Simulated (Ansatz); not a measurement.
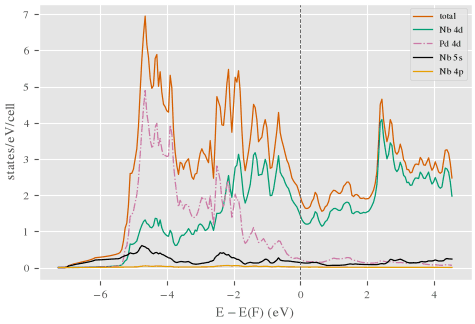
Fig. 1. Total and projected density of states of Nb$_{2}$Pd in space group Fmmm (No. 69; Nb on 8i, Pd on 4a), the program Ansatz at the r²SCAN level (PAW)

Task: Which orbitals carry the states next to the Fermi level?

Result: Within 0.5 eV of the Fermi level: Nb 4d 74 %, Pd 4d 11 %, Nb 5s 7 %, outside the projected shells 7 %. Projections are on Löwdin-orthogonalised atomic valence shells; empty p or d shells of many metals are not among them.

Task: Where is the tallest occupied peak in this window, and what makes it?

Result: Near -4.6 eV, about 6.9 states/eV per cell; the largest projected share is Pd 4d.

The workflow started from a Materials Project entry (that database holds measured and hypothetical structures alike); the Crystallography Open Database copy checked does not list it. With Nb and Pd taken as one species the cell has the higher symmetry I4/mmm, so it may be an ordered model of a mixed-site phase. Whether it is the stable phase at ambient conditions was not checked. The r²SCAN relaxation kept the symmetry of its start; whether a distortion lowers the energy is not shown. The run is not spin-polarised. Spin–orbit coupling is left out wherever it is not named.

Potentials: the later of the program's two PAW sets.
